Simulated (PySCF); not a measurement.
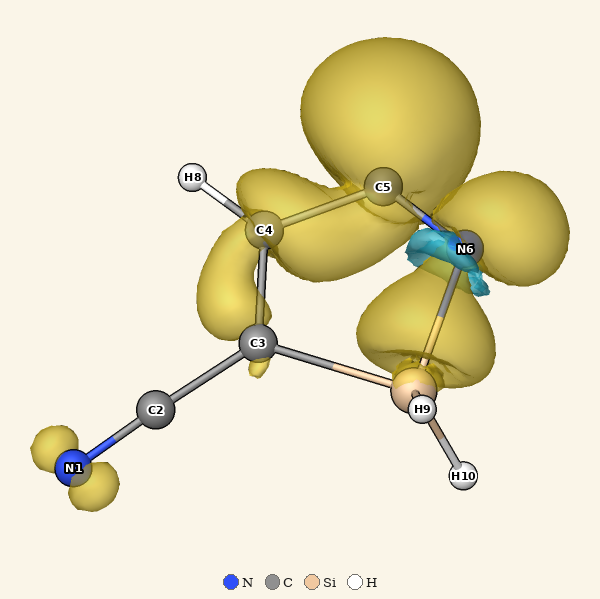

C4H3N2Si (doublet). Isosurfaces of the spin density at +0.015 (yellow) and −0.015 e/Å³ (cyan), seen at a tilt.

Geometry: GFN2-xTB.

Method: UKS B3LYP, pcH-1 on C H N Si, non-relativistic, mean-field spin-orbit, GIAO in PySCF.

```
atom    x (Å)    y (Å)    z (Å)
   N   2.9283   0.8806   0.4570
   C   1.8682   0.4489   0.3431
   C   0.5689  -0.0214   0.1775
   C   0.1257  -1.2224   0.6182
   C  -1.2684  -1.4129   0.2824
   N  -1.9222  -0.5451  -0.3184
  Si  -0.9127   0.8629  -0.6831
   H   0.7086  -1.9607   1.1446
   H  -1.3676   2.0139   0.0745
   H  -0.7200   0.9608  -2.1182
```

Q: Which atoms carry the spin?

A: The unpaired spin (1 electron) lies mostly on C5 (about 0.6), N6 (about 0.2) and C4 (about 0.1), in electrons by Hirshfeld's partition.
